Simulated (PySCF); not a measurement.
SMILES C[CH](C)[Be][CH2]C at its GFN2-xTB optimised geometry (Å):

```
18

Be    -0.2434    -0.7248     0.0000
C     -1.9332    -0.3458     0.0000
C     -2.0630     1.1902    -0.0767
H     -2.4984    -0.6601     0.8831
H     -2.5217    -0.7478    -0.8307
H     -1.6062     1.5807    -0.9840
H     -1.5816     1.6705     0.7728
H     -3.1118     1.4907    -0.0774
C      1.4956    -0.7248     0.0000
C      1.9679     0.1633     1.1678
C      2.0286    -0.1123    -1.3092
H      2.0387    -1.6705     0.1182
H      3.0529     0.2855     1.1426
H      1.5237     1.1563     1.1153
H      1.7011    -0.2748     2.1276
H      1.8044    -0.7517    -2.1605
H      3.1118     0.0174    -1.2595
H      1.5878     0.8657    -1.4969
```

Calculation: PBE0/def2-SVP (PySCF). Cells within 0.4 Å of a nucleus heavier than hydrogen are left out (blank, or x).

Map of the electrostatic potential (hartree/e), clipped to [-0.08, 0.12] on the plane z = 0.0 Å:

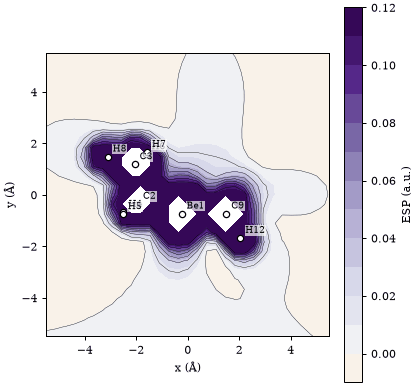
*Electrostatic potential (hartree/e), clipped to [-0.08, 0.12] on the plane z = 0.0 Å.*
